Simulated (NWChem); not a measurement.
**CH4N (methyl amino radical): levels of theory compared**

Wanted: a comparison of 6 runs (U-wB97X/def2-TZVP, UB2PLYP/def2-TZVP, UBHLYP/def2-TZVP, UCAM-B3LYP/def2-TZVP, UM06-2X/def2-TZVP, UMP3/def2-TZVP) of CH4N (methyl amino radical). 

Program for the calculation: NWChem 7.3.0.

1 further run of the same task is left out (set aside as unsound or not needed).

## 1. The structure to begin with

CH4N has 6 atoms, charge 0, and is taken as a doublet. SMILES: `C[NH]`. The C1–H3 distance was set to 1.982 Å, away from the relaxed value. At this shape a bond of the SMILES string is far longer than usual.

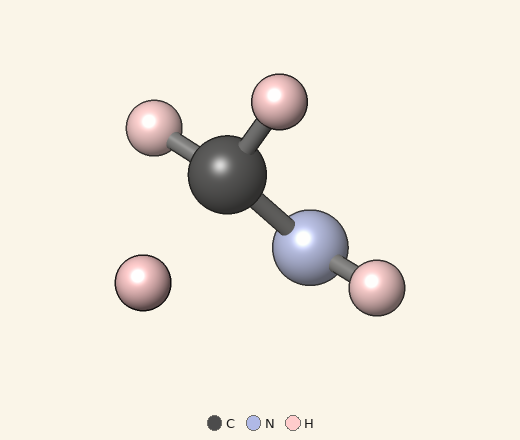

The structure, seen from a chosen angle (carbon dark grey, nitrogen light blue, hydrogen pink).

## 2. The energy at U-wB97X/def2-TZVP (run 1)

run.py

```python
from ase import Atoms
from ase.calculators.nwchem import NWChem

molecule = Atoms(['C', 'N', 'H', 'H', 'H', 'H'], positions=[
    [0.091263, -0.790750, 0.457673],
    [-0.124837, -0.094350, 1.687373],
    [-0.267300, 0.373500, -1.106000],
    [-0.553537, -1.668750, 0.391273],
    [1.138263, -1.114550, 0.352773],
    [0.512963, 0.707650, 1.691673],
])

calc = NWChem(
    label='run',
    theory='dft',
    memory='2200 mb',
    basis='def2-TZVP',
    basispar='spherical bse',
    dft={'xc': 'wb97x', 'mult': '2', 'grid': 'xfine', 'convergence': 'energy 1e-08', 'iterations': '100', 'mulliken': None},
    task='energy',
)
molecule.calc = calc

print("Total energy (eV):", round(molecule.get_potential_energy(), 6))
```

On the command line:

```console
$ export ASE_NWCHEM_COMMAND="nwchem PREFIX.nwi > PREFIX.nwo"
$ python run.py
```

The program printed:

```text
Total energy (eV): -2587.553768
```

The calculator wrote run.nwi:

```
title "run"

permanent_dir run

scratch_dir run

start run

geometry units angstrom nocenter noautosym noautoz
  C  9.1262999999999997e-02 -7.9074999999999995e-01 4.5767300000000000e-01
  N  -1.2483700000000000e-01 -9.4350000000000003e-02 1.6873730000000000e+00
  H  -2.6729999999999998e-01 3.7350000000000000e-01 -1.1060000000000001e+00
  H  -5.5353699999999995e-01 -1.6687500000000000e+00 3.9127299999999998e-01
  H  1.1382630000000000e+00 -1.1145499999999999e+00 3.5277300000000000e-01
  H  5.1296299999999995e-01 7.0765000000000000e-01 1.6916730000000000e+00
end

memory 2200 mb

basis spherical bse noprint
   * library def2-TZVP
end

dft
  xc wb97x
  mult 2
  grid xfine
  convergence energy 1e-08
  iterations 100
  mulliken
end

task dft energy
```

run.nwo:

```text
Northwest Computational Chemistry Package (NWChem) 7.3.0
             --------------------------------------------------------

           Job information
           ---------------

    nwchem branch   = 7.3.0
    use scalapack   = T
    input           = run.nwi
    prefix          = run.
    data base       = run/run.db
    status          = startup
    nproc           =        1

           Memory information
           ------------------

    heap     =     72089596 doubles =      550.0 Mbytes
    stack    =     72089601 doubles =      550.0 Mbytes
    global   =    144179200 doubles =     1100.0 Mbytes (distinct from heap & stack)
    total    =    288358397 doubles =     2200.0 Mbytes
    verify   = yes
    hardfail = no

           Directory information
           ---------------------

  0 permanent = run
  0 scratch   = run

                                NWChem Input Module
                                -------------------

                                        run
                                        ---

[... 26 lines left out ...]
            Nuclear Dipole moment (a.u.)
[... 60 lines left out ...]
  convergence criterion.
[... 17 lines left out ...]
          Convergence on density requested:  1.00D-05
[... 28 lines left out ...]
          Spatial weights used:  Erf1
[... 3 lines left out ...]
          Convergence aids based upon iterative change in
[... 84 lines left out ...]
         Total DFT energy =      -95.090847846478
[... 1 line left out ...]
           Coulomb energy =       79.468511083307
[... 1 line left out ...]
 Nuclear repulsion energy =       34.304651721804
[... 613 lines left out ...]
                     DFT Final Beta Molecular Orbital Analysis
[... 690 lines left out ...]
   alpha     71     72     73     74     75     76     77     78     79     80
    beta     71     72     73     74     75     76     77     78     79     80
 overlap   0.985  0.976  0.975  0.985  0.994  1.000  0.983  0.952  0.951  0.998

   alpha     81     82     83     84     85     86
    beta     81     82     83     84     85     86
 overlap   0.995  0.995  0.998  1.000  1.000  1.000

     --------------------------
     Expectation value of S2:
     --------------------------
      <S2> =      0.9161 (Exact =     0.7500)

 center of mass
 --------------
 x =   0.01157338 y =  -0.78809921 z =   1.91654401

 moments of inertia (a.u.)
 ------------------
          82.117913369089           2.523899093609           4.557080488582
           2.523899093609          64.836678858075         -20.951678338410
           4.557080488582         -20.951678338410          33.485500975078

     Multipole analysis of the density
     ---------------------------------

     L   x y z        total         alpha         beta         nuclear
     -   - - -        -----         -----         ----         -------
     0   0 0 0     -0.000000     -9.000000     -8.000000     17.000000

     1   1 0 0      0.584929      0.038912     -0.406609      0.952626
[... 8 lines of this table left out ...]
     2   0 0 2    -13.528175    -57.728206    -47.040369     91.240400

 Task  times  cpu:      198.6s     wall:      198.6s
 Total times  cpu:      198.7s     wall:      198.7s
```

Wall time 3.3 min (1 thread of Intel Xeon Platinum 8488C (Sapphire Rapids), shared host); peak memory 0.13 GiB.

## 3. The energy at UB2PLYP/def2-TZVP (run 2)

mymol.nw

```
START mymol
TITLE "CH4N energy"
memory total 2200 mb

GEOMETRY units atomic noautosym nocenter noautoz
   C   0.17246208 -1.49430093  0.86487662
   N  -0.23590774 -0.17829566  3.18867284
   H  -0.50512379  0.70581271 -2.09003709
   H  -1.04603333 -3.15348047  0.73939881
   H   2.15100533 -2.10619425  0.66664435
   H   0.96935958  1.33726469  3.19679866
END

BASIS spherical bse
   * library def2-TZVP
END

DFT
   xc hfexch 0.53 becke88 0.47 lyp 0.73 mp2 0.27
   dftmp2 semidirect
   mult 2
   grid xfine
   convergence energy 1e-08
   maxiter 100
   mulliken
END

MP2
   freeze core 2
END

TASK dft energy
```

On the command line:

```console
$ nwchem mymol.nw > mymol.out
```

The program printed:

```text
[...]
          Wavefunction type:  spin polarized.
          No. of atoms     :     6
          No. of electrons :    17
[...]
          Charge           :     0
          Spin multiplicity:     2
[...]
          AO basis - number of functions:    86
[...]
              XC Information
              --------------
                     Hartree-Fock (Exact) Exchange  0.530
                    Becke 1988 Exchange Functional  0.470
              Lee-Yang-Parr Correlation Functional  0.730
[...]
 d= 0,ls=0.0,diis     1    -94.8436474214 -1.29D+02  3.80D-03  8.22D-02     7.0
[...]
 d= 0,ls=0.0,diis    15    -94.9207862033 -2.79D-09  2.41D-07  7.78D-11    76.3
[...]
         Total DFT energy =      -94.920786203283
      One electron energy =     -195.230612473399
           Coulomb energy =       79.444561461696
    Exchange-Corr. energy =      -13.439384433111
 Nuclear repulsion energy =       34.304649241531
[...]
      Total Density - Mulliken Population Analysis
     ---------------------------------------------
    Atom       Charge   Shell Charges
 -----------   ------   -------------------------------------------------------
    1 C    6     6.19   0.86  1.12  0.53  0.64  0.18  1.19  1.19  0.40  0.02  0.06  0.01
    2 N    7     7.31   0.82  1.15  0.59  0.88  0.29  1.41  1.49  0.63  0.01  0.04  0.00
    3 H    1     0.99   0.17  0.46  0.35  0.00
    4 H    1     0.86   0.27  0.48  0.08  0.02
    5 H    1     0.86   0.27  0.47  0.10  0.02
    6 H    1     0.79   0.27  0.42  0.06  0.03
[...]
      <S2> =      1.0187 (Exact =     0.7500)
[...]
  Basis functions       =     86
[...]
```

It took 80 s on 1 thread of Intel Xeon Platinum 8488C (Sapphire Rapids), shared host; peak memory 0.2 GiB.

Runs 3 to 4 aren't shown in full; the table further down has their settings and results.

## 4. The energy at UM06-2X/def2-TZVP (run 5)

ch4n.xyz

```xyz
6

C      0.091263    -0.790750     0.457673
N     -0.124837    -0.094350     1.687373
H     -0.267300     0.373500    -1.106000
H     -0.553537    -1.668750     0.391273
H      1.138263    -1.114550     0.352773
H      0.512963     0.707650     1.691673
```

ch4n.nw

```
echo
start ch4n
memory total 2200 mb
geometry units angstroms noautosym nocenter noautoz
 load ch4n.xyz
end
basis spherical bse
 C library def2-TZVP
 N library def2-TZVP
 H library def2-TZVP
end
dft
 xc m06-2x
 mult 2
 grid xfine
 convergence energy 1e-08
 maxiter 100
 mulliken
end
task dft energy
```

On the command line:

```console
$ nwchem ch4n.nw > ch4n.out
```

The program printed:

```text
[...]
          Wavefunction type:  spin polarized.
          No. of atoms     :     6
          No. of electrons :    17
[...]
          Charge           :     0
          Spin multiplicity:     2
[...]
          AO basis - number of functions:    86
[...]
              XC Information
              --------------
                       M06-2X Method XC Functional
                     Hartree-Fock (Exact) Exchange  0.540
                        M06-2X Exchange Functional  1.000
                      M06-2X Correlation Potential  1.000
[...]
 d= 0,ls=0.0,diis     1    -95.0058383758 -1.29D+02  4.18D-03  8.49D-02     7.3
[...]
 d= 0,ls=0.0,diis    15    -95.0680239737 -6.54D-09  5.14D-07  1.44D-10   115.5
[...]
         Total DFT energy =      -95.068023973746
      One electron energy =     -195.255789908680
           Coulomb energy =       79.437387559702
    Exchange-Corr. energy =      -13.554273346572
 Nuclear repulsion energy =       34.304651721804
[...]
      Total Density - Mulliken Population Analysis
     ---------------------------------------------
    Atom       Charge   Shell Charges
 -----------   ------   -------------------------------------------------------
    1 C    6     6.26   0.86  1.12  0.53  0.66  0.19  1.19  1.22  0.41  0.02  0.06  0.01
    2 N    7     7.31   0.82  1.15  0.60  0.86  0.32  1.41  1.46  0.65  0.01  0.03  0.00
    3 H    1     0.97   0.17  0.43  0.37  0.00
    4 H    1     0.84   0.28  0.47  0.08  0.02
    5 H    1     0.84   0.27  0.45  0.10  0.02
    6 H    1     0.78   0.27  0.41  0.06  0.03
[...]
      <S2> =      0.8817 (Exact =     0.7500)
[...]
```

It took 1.9 min on 1 thread of Intel Xeon Platinum 8488C (Sapphire Rapids), shared host; peak memory 0.14 GiB.

## 5. The energy at UMP3/def2-TZVP (run 6)

run.nw

```
start run
title "CH4N"
memory stack 330 mb heap 110 mb global 1760 mb

geometry units bohr noautosym nocenter noautoz
 C    0.17246208  -1.49430093   0.86487662
 N   -0.23590774  -0.17829566   3.18867284
 H   -0.50512379   0.70581271  -2.09003709
 H   -1.04603333  -3.15348047   0.73939881
 H    2.15100533  -2.10619425   0.66664435
 H    0.96935958   1.33726469   3.19679866
end

basis "ao basis" spherical bse
 * library def2-TZVP
end

scf
 doublet
 uhf
 thresh 1e-08
 maxiter 80
end

tce
 scf
 mbpt3
 freeze core 2
 maxiter 60
end

task tce energy
```

On the command line:

```console
$ nwchem run.nw > run.out
```

The program printed:

```text
[...]
  functions       =    86
[...]
  wavefunction    = UHF
[...]
         Total SCF energy =    -94.531382611589
      One electron energy =   -195.089578052485
      Two electron energy =     66.253546199365
 Nuclear repulsion energy =     34.304649241531
                       Sz =      0.5000
                 Sz(Sz+1) =      0.7500
                      S^2 =      1.2543
[...]
         Wavefunction type : Unrestricted Hartree-Fock
          No. of electrons :    17
[...]
         Spin multiplicity : doublet
[...]
```

Wall time 61 s (1 thread of Intel Xeon Platinum 8488C (Sapphire Rapids), shared host); peak memory 1.7 GiB.

## 6. All runs side by side

```csv
run,level,frozen core orbitals,integration grid,energy (Eh),dipole moment (D),HOMO energy (eV),LUMO energy (eV),wall time
1,U-wB97X/def2-TZVP,–,xfine,-95.090848,1.70,-10.11,-1.06,3.3 min
2,UB2PLYP/def2-TZVP,2,xfine,-95.034863,1.66,-8.91,-1.15,80 s
3,UBHLYP/def2-TZVP,–,xfine,-95.063201,1.67,-8.96,-1.69,74 s
4,UCAM-B3LYP/def2-TZVP,–,xfine,-95.075134,1.71,-9.08,-1.92,2.4 min
5,UM06-2X/def2-TZVP,–,xfine,-95.068024,1.74,-8.92,-2.31,1.9 min
6,UMP3/def2-TZVP,2,–,-94.884882,–,-11.08,2.08,61 s
```

## 7. Results

```
                                                         quantity         value
                                              run 6: total energy  -94.88488 Eh
run 6: HOMO energy (Hartree–Fock orbitals) (highest over α and β)     -11.08 eV
 run 6: LUMO energy (Hartree–Fock orbitals) (lowest over α and β)       2.08 eV
               run 6: correlation energy (2 core orbitals frozen)    -353.5 mEh
                         run 6: ⟨S²⟩ of the reference determinant         1.254
```

**Reading.** Over runs 1, 2, 3, 4, 5 the dipole moment (its size) runs from 1.66 D (UB2PLYP/def2-TZVP) to 1.74 D (UM06-2X/def2-TZVP). A double hybrid's value is that of its SCF part. Totals of different functionals can't be ranked against each other. Spin contamination of the reference: run 6 ⟨S²⟩ = 1.25, run 2 ⟨S²⟩ = 1.02, run 3 ⟨S²⟩ = 0.98, run 1 ⟨S²⟩ = 0.92, run 4 ⟨S²⟩ = 0.91, run 5 ⟨S²⟩ = 0.88. All runs together took 11 min, the longest 3.3 min.
